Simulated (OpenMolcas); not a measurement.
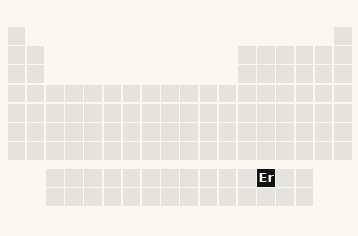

Fig. 1: The place of erbium in the periodic table.

**Er⁴⁺: multiconfigurational calculation**

System: Er⁴⁺.
Method: state-averaged MS-CASPT2, IPEA shift 0.25, imaginary shift 0.1 hartree, semicore shells correlated, active space 10 electrons in the shell 4f, basis ANO-RCC-VQZP, X2C scalar Hamiltonian, spin-orbit coupling by RASSI with atomic mean-field integrals (OpenMolcas).

**Input**
```
&GATEWAY
Coord
1

Er 0.0 0.0 0.0
Basis=ANO-RCC-VQZP
Group=XYZ
NoMove
AngMom=0.0 0.0 0.0
AMFI
RX2C
&SEWARD
&RASSCF
FileOrb=start.orb
Symmetry=1
Spin=5
nActEl=10 0 0
Inactive=15 12
Ras2=0 7
CIRoot=35 35 1
SDav=35
CIMx=300
Iter=120 100
PrWF=0.3
OrbListing=Nothing
MaxOrb=0
Atom
>>> COPY $Project.JobIph JOB001
&RASSCF
FileOrb=start.orb
Symmetry=1
Spin=3
nActEl=10 0 0
Inactive=15 12
Ras2=0 7
CIRoot=210 210 1
SDav=210
CIMx=300
Iter=120 100
PrWF=0.3
OrbListing=Nothing
MaxOrb=0
Atom
>>> COPY $Project.JobIph JOB002
&RASSCF
FileOrb=start.orb
Symmetry=1
Spin=1
nActEl=10 0 0
Inactive=15 12
Ras2=0 7
CIRoot=196 196 1
SDav=196
CIMx=300
Iter=120 100
PrWF=0.3
OrbListing=Nothing
MaxOrb=0
Atom
>>> COPY $Project.JobIph JOB003
&RASSI
NrOfJobIphs=3 30 86 22
1 2 3 4 5 6 7 8 9 10 11 12 13 14 15 16 17 18 19 20 21 22 23 24 25 26 27
28 29 30
1 2 3 4 5 6 7 8 9 10 11 12 13 14 15 16 17 18 19 20 21 22 23 24 25 26 27
28 29 30 31 32 33 34 35 36 37 38 39 40 41 42 43 44 45 46 47 48 49 50 51
52 53 54 55 56 57 58 59 60 61 62 63 64 65 66 67 68 69 70 71 72 73 74 75
76 77 78 79 80 81 82 83 84 85 86
1 2 3 4 5 6 7 8 9 10 11 12 13 14 15 16 17 18 19 20 21 22
IphNames
JOB001
JOB002
JOB003
EJob
SpinOrbit
DIPRint=1.0
SOCoupling=1000.0
Subsets=2
MEES
Property=10
'ANGMOM' 1 'ANGMOM' 2 'ANGMOM' 3 'MLTPL  1' 1 'MLTPL  1' 2 'MLTPL  1' 3
'AMFI' 1 'AMFI' 2 'AMFI' 3 'MLTPL  2' 6
SOProperty=3
'ANGMOM' 1 'ANGMOM' 2 'ANGMOM' 3
>>> COPY JOB001 $Project.JobIph
&CASPT2
Multistate=30 1 2 3 4 5 6 7 8 9 10 11 12 13 14 15 16 17 18 19 20 21 22
23 24 25 26 27 28 29 30
Frozen=34 29
IPEA=0.25
Imaginary=0.1
MaxIter=60
WThr=0.0 0.3 0.05
PrWF=0.5
NoMix
```

The file start.orb holds starting orbitals from an earlier step.

Hardware: 1 thread of Arm Neoverse V1, 24 GiB of memory available, shared host.

Run as:
```bash
OMP_NUM_THREADS=1 MOLCAS_MEM=2252 MOLCAS_PROJECT=a pymolcas a.inp > a.log  # once for each step of the input, in one work folder
```

**The program's output (extracts)**
```
|    MOLCAS_STRUCTURE = 0
  |
   --------------------------------------------------------------------------------------
++ ---------   Input file   ---------
>>> COPY JOB001 $Project.JobIph
&CASPT2
Multistate=30 1 2 3 4 5 6 7 8 9 10 11 12 13 14 15 16 17 18 19 20 21 22
23 24 25 26 27 28 29 30
Frozen=34 29
IPEA=0.25
Imaginary=0.1
MaxIter=60
WThr=0.0 0.3 0.05
PrWF=0.5
NoMix
-- ----------------------------------
>>> COPY JOB001 a.JobIph
*** symbolic link created: INPORB -> a.RasOrb
--- Start Module: caspt2 at  ---
()()()()()()()()()()()()()()()()()()()()()()()()()()()()()()()()()()()()()()()()()()()()()()()()()()
                                              &CASPT2
                                   only a single process is used
                       available to each process: 2.3 GB of memory, 1 thread
()()()()()()()()()()()()()()()()()()()()()()()()()()()()()()()()()()()()()()()()()()()()()()()()()()
 ###    WARNING: User changed nr of frozen orbitals.                         ###
 ###    ERROR: Too many frozen orbitals!                                     ###
--- Stop Module: caspt2 at  /rc=_RC_INPUT_ERROR_ ---
.####################.
.# User input error #.
.####################.
```

**Outcome**

| quantity | value |
| --- | --- |
| outcome | refused by the program |

**Diagnosis**

This input holds a deliberate fault: too many frozen. The program refused the input; the driver noted: CASPT2 spin 5: _RC_INPUT_ERROR_.
